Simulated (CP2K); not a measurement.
# As2 (SMILES [As]#[As]): B3LYP/6-31G(d) (spherical functions)

Aim: the vertical electron affinity of As2 at B3LYP/6-31G* (spherical functions), from 2 runs. 

The calculation is run with CP2K 2026.2.

3 further runs of the same task are left out: 3 that didn't finish.

**1. The molecule**

As2: 2 atoms, total charge 0, spin state singlet. As SMILES, `[As]#[As]`. The shape is that of a PBE0-D4/def2-TZVP optimisation.

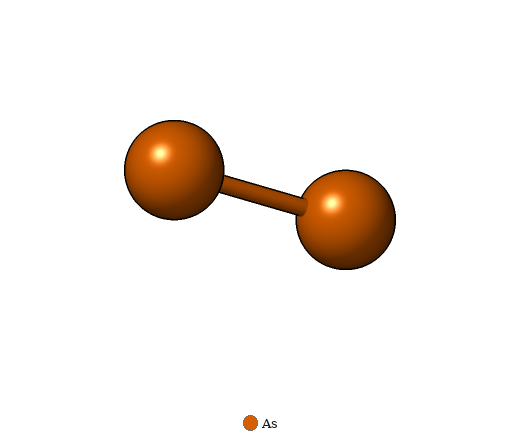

Viewed from a chosen angle; arsenic orange.

**2. The energy at B3LYP/6-31G(d) (spherical functions)**

Input file mol.inp:

```
&FORCE_EVAL
 METHOD QS
 &DFT
  BASIS_SET_FILE_NAME ./6_31gs.basis
  POTENTIAL_FILE_NAME POTENTIAL
  &QS
   METHOD GAPW
   EPS_DEFAULT 1.0E-10
  &END QS
  &MGRID
   CUTOFF 280
   REL_CUTOFF 50
   NGRIDS 4
  &END MGRID
  # cluster boundary conditions
  &POISSON
   PERIODIC NONE
   POISSON_SOLVER WAVELET
  &END POISSON
  &SCF
   SCF_GUESS ATOMIC
   EPS_SCF 1.0E-07
   MAX_SCF 100
   ADDED_MOS 5
   &DIAGONALIZATION
    ALGORITHM STANDARD
   &END DIAGONALIZATION
   &MIXING
    METHOD DIRECT_P_MIXING
    ALPHA 0.4
   &END MIXING
  &END SCF
  # exchange and correlation
  &XC
   &XC_FUNCTIONAL
    &HYB_GGA_XC_B3LYP
    &END HYB_GGA_XC_B3LYP
   &END XC_FUNCTIONAL
   &HF
    FRACTION 0.2
    &SCREENING
     EPS_SCHWARZ 1.0E-10
    &END SCREENING
    &MEMORY
     MAX_MEMORY 1050
    &END MEMORY
   &END HF
  &END XC
  &PRINT
   &MOMENTS
    PERIODIC F
    REFERENCE COM
    MAX_MOMENT 1
   &END MOMENTS
   &MO ON
    ENERGIES T
    OCCUPATION_NUMBERS T
    NDIGITS 6
    &EACH
     QS_SCF 0
    &END EACH
    ADD_LAST NUMERIC
   &END MO
   &LOWDIN ON
   &END LOWDIN
   &HIRSHFELD OFF
   &END HIRSHFELD
  &END PRINT
 &END DFT
 # structure
 &SUBSYS
  &CELL
   ABC 12.1 12.1 12.1
   PERIODIC NONE
  &END CELL
  &COORD
   UNIT bohr
   As     0.0000000     0.0000000     0.0046865
   As     0.0000000     0.0000000     3.9523433
  &END COORD
  &TOPOLOGY
   &CENTER_COORDINATES
   &END CENTER_COORDINATES
  &END TOPOLOGY
  &KIND As
   BASIS_SET 6-31Gs
   POTENTIAL ALL
   LEBEDEV_GRID 194
   RADIAL_GRID 100
  &END KIND
 &END SUBSYS
&END FORCE_EVAL

&GLOBAL
 PROJECT_NAME mol
 RUN_TYPE ENERGY
 PRINT_LEVEL MEDIUM
&END GLOBAL
```

Launch:

```
$ OMP_NUM_THREADS=1 cp2k.psmp -i mol.inp > mol.out 2>&1
```

The program printed:

```text
CP2K| version string:                                       CP2K version 2026.2
[...]
 GLOBAL| Method name                                                        CP2K
[...]
 GLOBAL| Run type                                                         ENERGY
[...]
 DFT| Spin restricted Kohn-Sham (RKS) calculation                            RKS
 DFT| Multiplicity                                                             1
[...]
 DFT| Charge                                                                   0
[...]
 FUNCTIONAL| HYB_GGA_XC_B3LYP:
[...]
 QS| Method:                                                                GAPW
[...]
 QS| Density cutoff [a.u.]:                                                140.0
[...]
 QS| Relative density cutoff [a.u.]:                                        25.0
[...]
                             - Atoms:                                          2
[...]
                             - Spherical basis functions:                     64
[...]
 Number of electrons:                                                         66
[...]
     1 P_Mix/Diag. 0.40E+00    6.5     0.58577751     -4471.4459308287 -4.47E+03
[...]
    14 DIIS/Diag.  0.27E-07    1.9     9.4335E-09     -4471.2654477684  6.37E-12
  *** SCF run converged in    14 steps ***
[...]
  Overlap energy of the core charge distribution:               0.00002194961074
  Self energy of the core charge distribution:              -1181.54318554520501
  Core Hamiltonian energy:                                  -3625.49033124697053
  Hartree energy:                                              92.31756813871030
  Exchange-correlation energy:                                -13.68786792787918
  Hartree-Fock Exchange energy:                               -32.53275417611780
[...]
                     Mulliken Population Analysis
 #  Atom  Element  Kind  Atomic population                           Net charge
       1     As       1         33.000000                              0.000000
       2     As       1         33.000000                             -0.000000
 # Total charge                             66.000000                  0.000000
[...]
  Dipole moment [Debye]
    X= -0.1608980E-09 Y= -0.1608883E-09 Z= -0.2347742E-06  Total=      0.0000002
 ENERGY| Total FORCE_EVAL ( QS ) energy [hartree]          -4471.265447768390004
[...]
```

Run time: 32 s. Hardware: 1 thread of Arm Neoverse V2, shared host; peak memory 0.87 GiB.

**3. The doublet anion at the same level**

Input file molecule.inp:

```
&FORCE_EVAL
   METHOD QUICKSTEP
   &DFT
      BASIS_SET_FILE_NAME ./6_31gs.basis
      POTENTIAL_FILE_NAME POTENTIAL
      CHARGE -1
      MULTIPLICITY 2
      UKS T
      &QS
         METHOD GAPW
         EPS_DEFAULT 1.0E-10
      &END QS
      &MGRID
         CUTOFF 280
         REL_CUTOFF 50
         NGRIDS 4
      &END MGRID
      &POISSON
         PERIODIC NONE
         POISSON_SOLVER WAVELET
      &END POISSON
      &SCF
         SCF_GUESS ATOMIC
         EPS_SCF 1.0E-06
         MAX_SCF 50
         &OT ON
            MINIMIZER DIIS
            PRECONDITIONER FULL_ALL
         &END OT
         &OUTER_SCF
            EPS_SCF 1.0E-06
            MAX_SCF 5
         &END OUTER_SCF
      &END SCF
      &XC
         &XC_FUNCTIONAL
            &HYB_GGA_XC_B3LYP
            &END HYB_GGA_XC_B3LYP
         &END XC_FUNCTIONAL
         &HF
            FRACTION 0.2
            &SCREENING
               EPS_SCHWARZ 1.0E-10
               SCREEN_ON_INITIAL_P F
            &END SCREENING
            &INTERACTION_POTENTIAL
               POTENTIAL_TYPE COULOMB
            &END INTERACTION_POTENTIAL
            &MEMORY
               MAX_MEMORY 1050
            &END MEMORY
         &END HF
      &END XC
      &PRINT
         &MOMENTS
            PERIODIC F
            REFERENCE COM
            MAX_MOMENT 1
         &END MOMENTS
         &MO_CUBES
            NLUMO 5
            NHOMO -1
            WRITE_CUBE F
         &END MO_CUBES
         &LOWDIN ON
         &END LOWDIN
         &HIRSHFELD OFF
         &END HIRSHFELD
      &END PRINT
   &END DFT
   &SUBSYS
      &CELL
         ABC [angstrom] 12.1 12.1 12.1
         PERIODIC NONE
      &END CELL
      &COORD
         As     0.000000     0.000000     0.002480
         As     0.000000     0.000000     2.091490
      &END COORD
      &TOPOLOGY
         &CENTER_COORDINATES
         &END CENTER_COORDINATES
      &END TOPOLOGY
      &KIND As
         BASIS_SET 6-31Gs
         POTENTIAL ALL
         LEBEDEV_GRID 194
         RADIAL_GRID 100
      &END KIND
   &END SUBSYS
&END FORCE_EVAL

&GLOBAL
   PROJECT molecule
   RUN_TYPE ENERGY
   PRINT_LEVEL MEDIUM
&END GLOBAL
```

Launch:

```
$ OMP_NUM_THREADS=1 cp2k.psmp -i molecule.inp -o molecule.out
```

The program printed:

```text
CP2K| version string:                                       CP2K version 2026.2
[...]
 GLOBAL| Method name                                                        CP2K
[...]
 GLOBAL| Run type                                                         ENERGY
[...]
 DFT| Spin unrestricted (spin-polarized) Kohn-Sham calculation               UKS
 DFT| Multiplicity                                                             2
[...]
 DFT| Charge                                                                  -1
[...]
 FUNCTIONAL| HYB_GGA_XC_B3LYP:
[...]
 QS| Method:                                                                GAPW
[...]
 QS| Density cutoff [a.u.]:                                                140.0
[...]
 QS| Relative density cutoff [a.u.]:                                        25.0
[...]
                             - Atoms:                                          2
[...]
                             - Spherical basis functions:                     64
[...]
 Number of electrons:                                                         34
[...]
     1 OT DIIS     0.15E+00    7.8     0.37042084     -4337.7954990545 -4.34E+03
[...]
    35 OT DIIS     0.15E+00    3.3     0.00000070     -4471.2834421968  4.03E-09
  *** SCF run converged in    35 steps ***
[...]
  Overlap energy of the core charge distribution:               0.00002194961264
  Self energy of the core charge distribution:              -1181.54318554520501
  Core Hamiltonian energy:                                  -3625.27858500713501
  Hartree energy:                                              92.36151336669799
  Exchange-correlation energy:                                -13.88229805221448
  Hartree-Fock Exchange energy:                               -32.58199547530329
[...]
                     Mulliken Population Analysis
 #  Atom  Element  Kind  Atomic population (alpha,beta) Net charge  Spin moment
       1     As       1        16.999946    16.500062    -0.500007     0.499884
       2     As       1        17.000054    16.499938    -0.499993     0.500116
 # Total charge and spin       34.000000    33.000000    -1.000000     1.000000
[...]
  Dipole moment [Debye]
    X= -0.3284341E-05 Y=  0.1386670E-04 Z=  0.8201030E-04  Total=      0.0000832
[...]
 HOMO - LUMO gap [eV] :    3.772657
 ENERGY| Total FORCE_EVAL ( QS ) energy [hartree]          -4471.283442196777287
[...]
```

It took 4.8 min on 1 thread of Arm Neoverse V2, shared host; peak memory 1.1 GiB.

**4. Outcome**

At B3LYP/6-31G* (spherical functions):

| quantity | value |
| --- | --- |
| singlet As2: total energy | -4471.26545 Eh |
| singlet As2: dipole moment | 0.00 D |
| singlet As2: HOMO energy | -7.23 eV |
| singlet As2: LUMO energy | -2.80 eV |
| singlet As2: HOMO–LUMO gap | 4.43 eV |
| doublet anion: total energy | -4471.28344 Eh |
| doublet anion: HOMO energy (highest over α and β) | 1.80 eV |
| doublet anion: LUMO energy (lowest over α and β) | 3.08 eV |
| doublet anion: ⟨S²⟩ | 0.752 |
| vertical electron affinity (to the doublet anion) | 0.490 eV |

At fixed nuclei the extra electron is bound by 0.49 eV (47.2 kJ/mol). The basis has no diffuse functions, so the error can be as large as this value. The HOMO (doublet anion) lies at positive energy, 1.80 eV; only total energies tell whether the electron is bound.
